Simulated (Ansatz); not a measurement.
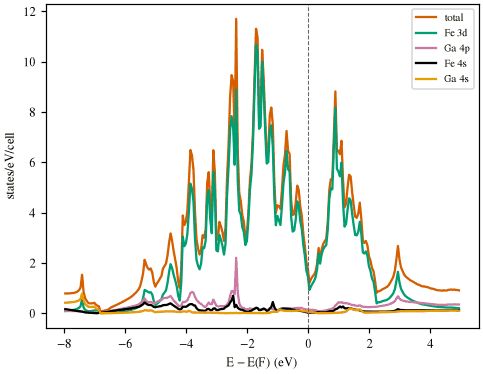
Figure. Total and projected density of states of GaFe$_{3}$ (Cu3Au type, space group No. 221), PBEsol (plane waves, PAW; program Ansatz)

Which orbitals carry the states next to the Fermi level?

Within 0.5 eV of the Fermi level: Fe 3d 86 %, Ga 4p 5 %. Projections are on Löwdin-orthogonalised atomic valence shells; empty p or d shells of many metals are not among them.

Where is the tallest occupied peak in this window, and what makes it?

Near -2.3 eV, about 12 states/eV per cell; the largest projected share is Fe 3d.

Space group Pm-3m (Cu3Au type). The workflow started from an entry of the Crystallography Open Database (COD). Its standing as an ambient phase is unchecked. The cell was relaxed with PBEsol under the symmetry of its start; whether a distortion lowers the energy is not shown. Magnetic state: ferromagnetic, chosen from 4 collinear starts compared on coarse meshes (ties went to the first, and starts can fall back to one state), not a proven ground state. Scalar-relativistic: spin–orbit coupling is off unless named, which matters more the heavier the elements.

Potentials: the later of the program's two PAW sets.
